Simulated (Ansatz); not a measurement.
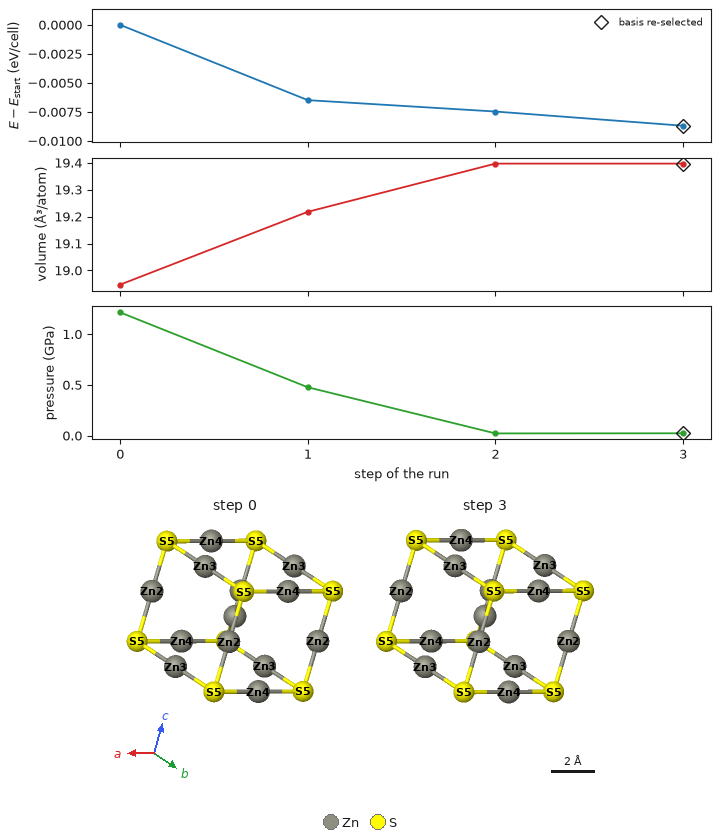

First and last geometry of a relaxation of a crystal of Zn4S (a generated structure, set up in Im-3m) (coarse preliminary run), with the history of the run. The picture is a ball-and-stick view of the cell of the calculation, seen from a free direction.

Level of theory: DFT PBE, scalar-relativistic, plane waves, PAW (Ansatz 0.2.0).

Input file:
```yaml
crystal:
  lattice:
    - [-2.87179387, 2.87179387, 2.87179387]
    - [2.87179387, -2.87179387, 2.87179387]
    - [2.87179387, 2.87179387, -2.87179387]
  atoms:
    - { symbol: Zn, position: [0.5, 0.5, 0.5] }
    - { symbol: Zn, position: [0.0, 0.0, 0.5] }
    - { symbol: Zn, position: [0.0, 0.5, 0.0] }
    - { symbol: Zn, position: [0.5, 0.0, 0.0] }
    - { symbol: S, position: [0.0, 0.0, 0.0] }
basis:
  ecutwfc: 420
kpoints:
  mp_grid: { grid: [4, 4, 4] }
hamiltonian:
  xc: pbe
scf:
  occupations: { method: gaussian, width: 0.1 }
  lower_state_search: "off"
output:
  forces: true
  stress: true
  eigenvalues: true
relax:
  adjacent_minimum: "off"
  f_tol: 0.04
  max_steps: 70
  cell: { stress_tol: 0.4 }
```

Run as
```bash
ansatz run input.yaml --threads 1 --pin off --max-ram 2560MiB --backend cpu --events-out ev --progress --plain --runs-dir out
```

What do the curves and the structures tell?

Answer. It converged. The atoms keep their places relative to the cell (all moves are under 0.005 Å). Cell: a = b = c 4.974 → 5.013 Å (+0.8 %). Volume +2.4 %. Near-neighbour distances that change, for instance: Zn1–S5 2.487 → 2.507 Å. The space group stays Im-3m (No. 229). After 2 accepted moves (3 points after the start) the energy has fallen by 8.7 meV per cell of the calculation. All forces vanish by symmetry, so only the cell relaxes. The pressure goes from 1.22 to 0.02 GPa. At 1 point the geometry stayed and the basis and grid were re-selected for the new cell (energy shift of 1.2 meV per cell of the calculation at most each time).

```csv
step,"E − E(0), meV/atom","pressure, GPa","volume, Å³/atom",note
0,0.00,1.22,18.947,
1,-1.30,0.48,19.218,
2,-1.49,0.02,19.397,
3,-1.74,0.02,19.397,"same geometry, new basis"
```
